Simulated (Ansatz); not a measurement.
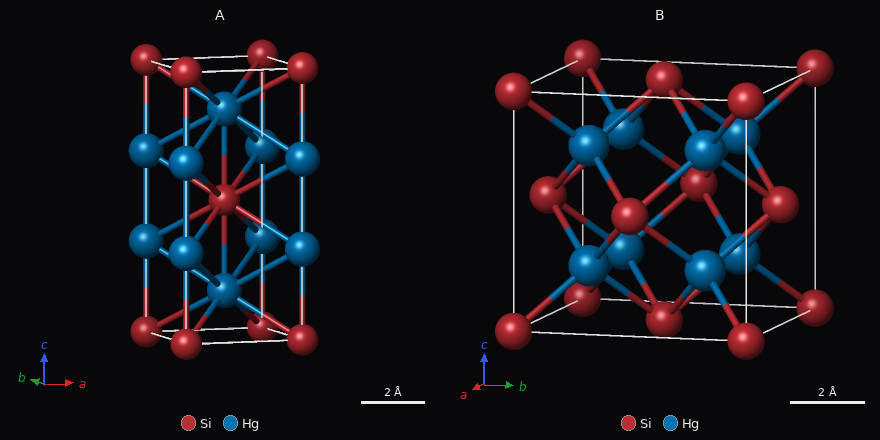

Two structures of SiHg2, each relaxed to rest (conventional cells in solid outline, small ones repeated, not to one scale). Method: DFT PBE, scalar-relativistic, plane waves, PAW in Ansatz 0.2.0, without spin polarisation.

Name structures A and B.

Answer. A: 6 atoms a cell on a body-centred tetragonal lattice, I4/mmm. B: fluorite (CaF₂ type), Fm-3m.

Which has the lower energy, and by how much?

Answer. B is lower, by 150 meV/atom at this level of theory (energies at zero smearing). Volumes: A 22.4, B 23.7 Å³/atom.

One or both may be structure types tried for this composition rather than known phases.
